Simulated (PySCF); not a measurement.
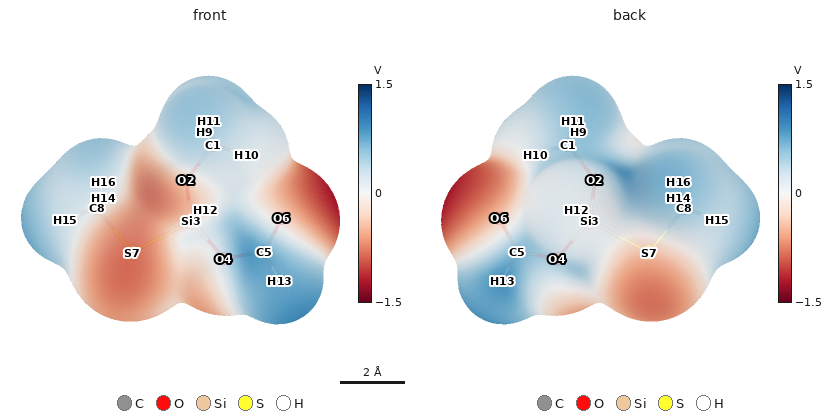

Figure. C3H8O3SSi. The electrostatic potential painted on the density surface at 0.001 e/bohr³, seen from the front and from behind; the colour scale runs from red (negative) to blue (positive).

Geometry: GFN2-xTB.

Theory: B3LYP/def2-SVPD, SCF density, gas phase in PySCF 2.14.0.

| atom | x (Å) | y (Å) | z (Å) |
| --- | --- | --- | --- |
| C | -0.0603 | 2.1148 | 0.0230 |
| O | -0.2360 | 0.7421 | 0.2990 |
| Si | 0.2733 | -0.5896 | -0.4378 |
| O | 1.8794 | -0.9605 | -0.1833 |
| C | 2.8567 | -0.1470 | -0.4798 |
| O | 2.7340 | 0.9365 | -0.9701 |
| S | -0.6740 | -2.1799 | 0.5752 |
| C | -2.4011 | -1.6078 | 0.4696 |
| H | -0.2250 | 2.6586 | 0.9528 |
| H | 0.9444 | 2.3086 | -0.3505 |
| H | -0.7916 | 2.4319 | -0.7221 |
| H | 0.0529 | -0.5868 | -1.8776 |
| H | 3.8327 | -0.5864 | -0.2135 |
| H | -2.7161 | -1.6010 | -0.5680 |
| H | -3.0021 | -2.3094 | 1.0368 |
| H | -2.4748 | -0.6152 | 0.8976 |

> Describe the electrostatic potential map.

The most negative region (about −1.2 V) lies over O6, the most positive (about +0.9 V) over Si3, C5 and H13. O6 is the likeliest acceptor of a hydrogen bond.
